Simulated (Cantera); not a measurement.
Input: 1 mol C₃H₈, 0.43 mol NH₃, 1.8 mol N₂, held at 0.488 Torr.

Equilibrium computed with Cantera from the NASA thermochemical tables; the gas is ideal and each condensed phase is pure. Candidate condensed phases: C, C₆H₆, C₇H₈, C₈H₁₈; 92 gas species. Equilibrium is a limit: real reactors are often held back by kinetics, nucleation or transport.

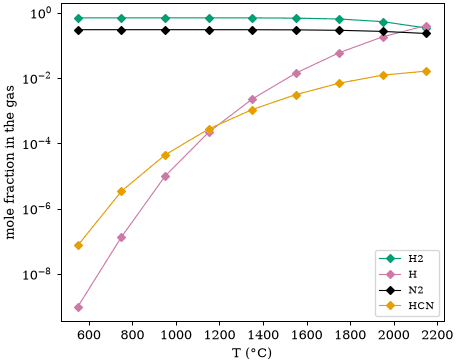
Figure. Equilibrium gas composition (values under 1e-9 drawn at 1e-9)

From 550 °C to 2150 °C the condensed part is C(graphite). The main C-bearing gas is CH₄ at 550 °C and HCN at 2150 °C.
